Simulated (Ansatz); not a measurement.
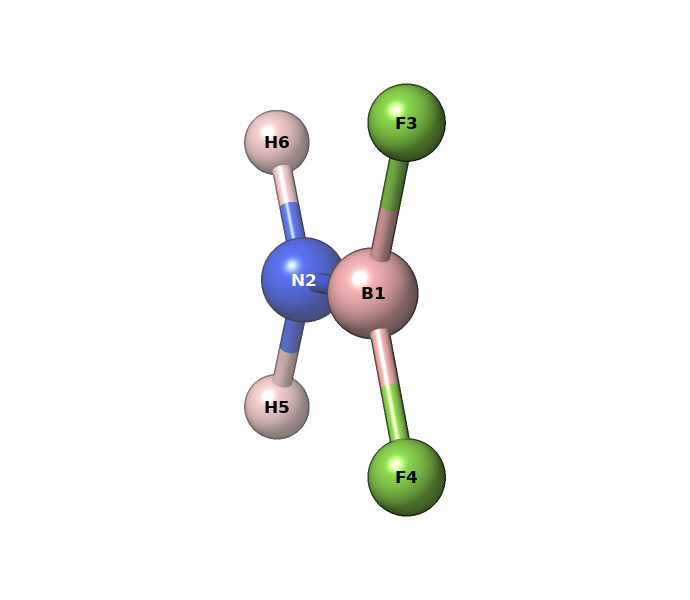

N2 lies behind B1. The molecule seen a little off the B1–N2 bond, B1 in front. Distant atoms are faded towards the background colour. Computed geometry: PBE0-D4/def2-TZVP optimisation.

> What is the torsion angle F3–B1–N2–H5? The sign is positive where the front bond must turn clockwise to cover the back bond.

180°, antiperiplanar (anti).
